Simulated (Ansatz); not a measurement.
# HF/def2-SVPD run of BNH3ClO (SMILES NB(O)Cl)

Aim: the vertical ionisation energy of BNH3ClO at HF/def2-SVPD, from 2 runs. 

The calculation is run with Ansatz 0.2.0.

77 further runs of the same task are left out: 77 set aside as unsound or not needed.

## (1) Starting point

BNH3ClO: 7 atoms, total charge 0, spin state singlet. As SMILES, `NB(O)Cl`. Geometry: relaxed at PBE0-D4/def2-TZVP. This is one conformer, not always the lowest.

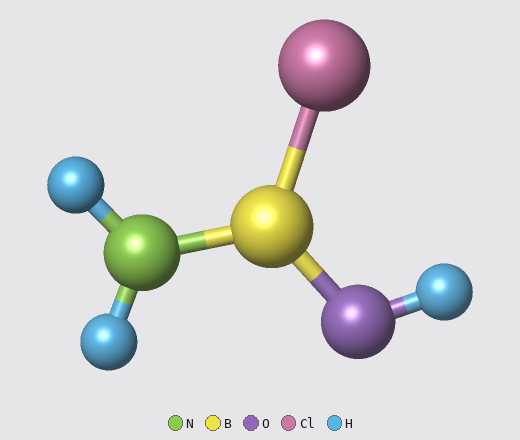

The structure, seen from a chosen angle (nitrogen green, boron yellow, oxygen purple, chlorine pink, hydrogen blue).

## (2) The energy at HF/def2-SVPD

job.yaml reads:

```yaml
crystal:
  periodic: [false, false, false]
  atoms:
    - symbol: "N"
      position_ang: [-0.520100, 0.976200, -0.014400]
    - symbol: B
      position_ang: [0.060900, -0.288100, -0.083300]
    - symbol: O
      position_ang: [1.097000, -0.622600, 0.732400]
    - symbol: Cl
      position_ang: [-0.570000, -1.477100, -1.260400]
    - symbol: H
      position_ang: [-1.284200, 1.257300, -0.599100]
    - symbol: H
      position_ang: [-0.194300, 1.671700, 0.633400]
    - symbol: H
      position_ang: [1.410800, -1.517400, 0.591500]
basis:
  gaussian:
    orbitals: def2-SVPD
magnetization:
  spin_polarized: false
  initial_magnetization: 0
hamiltonian:
  xc: hf
accuracy: high
output: {orbitals: {seedname: orbitals}}
```

Launch:

```console
$ ansatz run job.yaml --threads 1 --pin off --max-ram 3480MiB --events-out events.jsonl --progress --plain --runs-dir runs
```

Standard output:

```text
Warning: RAYON_NUM_THREADS=1 ignored (pool sized by the plan → 1); use --threads N
Functional definition: HF
  name "HF"
  exchange = exact_x
  correlation = 0
2284 factors; integrals over basis functions are off by at most 3.6e-9 eV
mean field evaluation 1: about -16735.9811 eV, gradient 4.0e1 eV
mean field evaluation 2: about -16736.0435 eV, gradient 4.0e1 eV
mean field evaluation 4: about -16739.2214 eV, gradient 3.0e0 eV
mean field evaluation 8: about -16739.2552 eV, gradient 2.3e-1 eV
mean field evaluation 16: about -16739.2554 eV, gradient 1.9e-8 eV
mean field -16739.25544590 eV, -615.1562913619 hartree, gradient 1.9e-8 eV, S^2 0.000000; 0 other end points of the search recorded, 0 dependent functions left out
reference -16739.25544590 eV, -615.1562913619 hartree; 20, 20 occupied and 94, 94 virtual orbitals, 2284 factors
Total energy: -16739.25544590 eV, -615.1562913619 hartree
```

Run time: 3 s. Hardware: 1 thread of Intel Xeon 6975P-C (Granite Rapids), shared host; peak memory 0.36 GiB.

## (3) The doublet cation, same level

molecule.yaml reads:

```yaml
crystal:
  periodic: [false, false, false]
  atoms:
    - {symbol: "N", position_ang: [-0.520100, 0.976200, -0.014400]}
    - {symbol: B, position_ang: [0.060900, -0.288100, -0.083300]}
    - {symbol: O, position_ang: [1.097000, -0.622600, 0.732400]}
    - {symbol: Cl, position_ang: [-0.570000, -1.477100, -1.260400]}
    - {symbol: H, position_ang: [-1.284200, 1.257300, -0.599100]}
    - {symbol: H, position_ang: [-0.194300, 1.671700, 0.633400]}
    - {symbol: H, position_ang: [1.410800, -1.517400, 0.591500]}
basis:
  gaussian:
    orbitals: def2-SVPD
total_charge: 1
magnetization:
  spin_polarized: true
  initial_magnetization: 1
hamiltonian:
  xc: hf
accuracy: high
output: {orbitals: {seedname: orbitals}}
```

Launch:

```console
$ ansatz run molecule.yaml --threads 1 --pin off --max-ram 3480MiB --events-out events.jsonl --progress --plain --runs-dir runs
```

Standard output:

```text
Warning: RAYON_NUM_THREADS=1 ignored (pool sized by the plan → 1); use --threads N
[... 4 set-up lines as earlier in the session ...]
2283 factors; integrals over basis functions are off by at most 3.6e-9 eV
mean field evaluation 1: about -16722.7658 eV, gradient 3.8e1 eV
mean field evaluation 2: about -16722.8460 eV, gradient 3.8e1 eV
mean field evaluation 4: about -16728.8606 eV, gradient 3.5e0 eV
mean field evaluation 8: about -16729.6463 eV, gradient 1.3e0 eV
mean field evaluation 16: about -16729.7026 eV, gradient 3.0e-7 eV
mean field evaluation 32: about -16727.7801 eV, gradient 3.8e0 eV
mean field evaluation 64: about -16728.1979 eV, gradient 1.3e0 eV
mean field -16729.70255921 eV, -614.8052292512 hartree, gradient 1.8e-8 eV, S^2 0.761645; 1 other end points of the search recorded, 0 dependent functions left out
reference -16729.70255921 eV, -614.8052292512 hartree; 20, 19 occupied and 94, 95 virtual orbitals, 2283 factors
Total energy: -16729.70255921 eV, -614.8052292512 hartree
```

Wall time 9 s (1 thread of Intel Xeon 6975P-C (Granite Rapids), shared host); peak memory 0.46 GiB.

## (4) Results

Level: HF/def2-SVPD.

| quantity | value |
| --- | --- |
| singlet BNH3ClO: total energy | -615.15629 Eh |
| singlet BNH3ClO: HOMO energy | -11.71 eV |
| singlet BNH3ClO: LUMO energy | 1.62 eV |
| singlet BNH3ClO: HOMO–LUMO gap | 13.33 eV |
| doublet cation: total energy | -614.80523 Eh |
| doublet cation: HOMO energy (highest over α and β) | -17.85 eV |
| doublet cation: LUMO energy (lowest over α and β) | -7.80 eV |
| doublet cation: ⟨S²⟩ | 0.762 |
| vertical ionisation energy (to the doublet cation) | 9.553 eV |

What this shows: The vertical ionisation energy comes to 9.55 eV (220 kcal/mol). −ε(HOMO) before ionisation, 11.71 eV, is 2.16 eV above this ionisation energy.
